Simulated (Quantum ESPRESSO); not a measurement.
RbPO3 (Cmcm), O K edge of atom 5, with 2 P at 1.60 Å (linear, site symmetry 2/m). Method: Quantum ESPRESSO XSpectra, PBEsol, full core hole (charged cell), 10-atom cell with 4.9 Å between holes, 5×4×4 k points, dipole transitions, Lorentzian half width 0.3 eV up to 4 eV, rising linearly to 2.5 eV at 25 eV (counted from xe0, 2.1 eV below the zero used here).

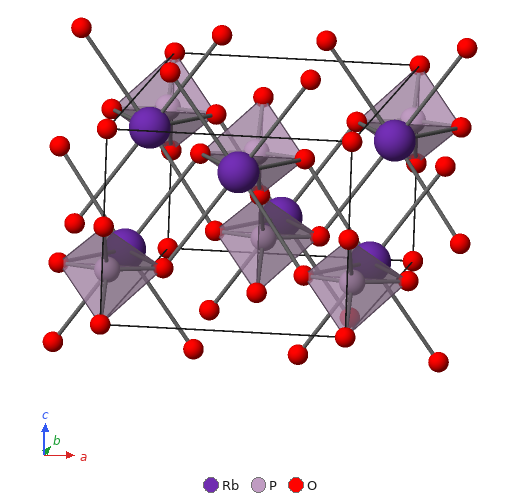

The structure (rubidium purple, phosphorus pink, oxygen red). Bonds to atoms that aren't drawn are left out. Some periodic images of atoms are drawn too.

```xyz
10
Lattice="3.0369 -6.6912 0.0000 3.0369 6.6912 0.0000 0.0000 0.0000 4.8625" Properties=species:S:1:pos:R:3 pbc="T T T"
Rb    3.0369   -2.0892    3.6469
Rb    3.0369    2.0892    1.2156
P     3.0369   -5.6527    3.6469
P     3.0369    5.6527    1.2156
O     0.0000    0.0000    0.0000
O     0.0000    0.0000    2.4313
O     1.2954   -1.7985    1.2156
O     4.7784   -1.7985    1.2156
O     4.7784    1.7985    3.6469
O     1.2954    1.7985    3.6469
```

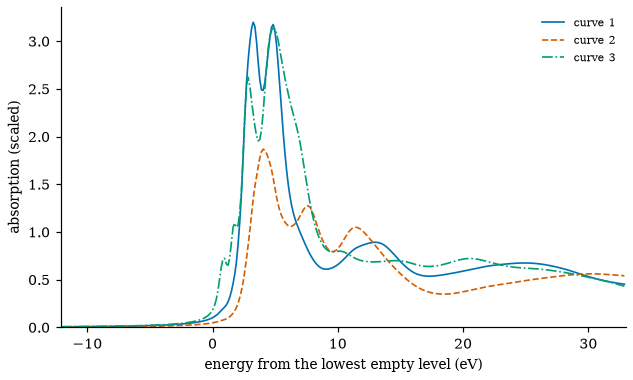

Energy from the lowest empty level; a common scale on which the isotropic spectrum has a mean of 1 over the first 20 eV.

Q: The curves are for the electric vector along different Cartesian axes of the cell as given, averaged over the symmetry-equivalent atoms. Which is which?

Curve 1: along y, main maxima 3.2 eV (3.20), 4.8 eV (3.18) and 13.0 eV (0.89). Curve 2: along x, main maxima 4.0 eV (1.87), 7.6 eV (1.27) and 11.4 eV (1.05). Curve 3: along z, main maxima 1.0 eV (0.72), 2.8 eV (2.62) and 4.8 eV (3.14). A K edge sees empty p states on the absorber. Each direction probes the empty orbitals that point along it. The crystal has 2 inequivalent O sites and not all are shown here, while a measurement adds them all. The holes are only 4.9 Å apart, so the shape is probably not converged with cell size; no larger cell was run here.

[Banner, clock and machine lines of the logs are left out without a mark of their own.]

[Logs are printed without paths, hosts, clocks, repeated set-up lines and the standing remarks that a program may print on its own settings, such as how far it seeks lower states.]

[Hosts, paths, dates, database ids (printed as entryN), source tags and the programs' standing remarks are cut or masked in the printed files.]

[Lists of maxima count a maximum above −3 eV only where it reaches 4 % of the highest in the window and stands out from its surroundings by 2 % of it (1.5 % where it reaches 55 %); shoulders and weaker maxima are passed over, and of the rest the first, up to two pre-edge ones and the few strongest are named.]
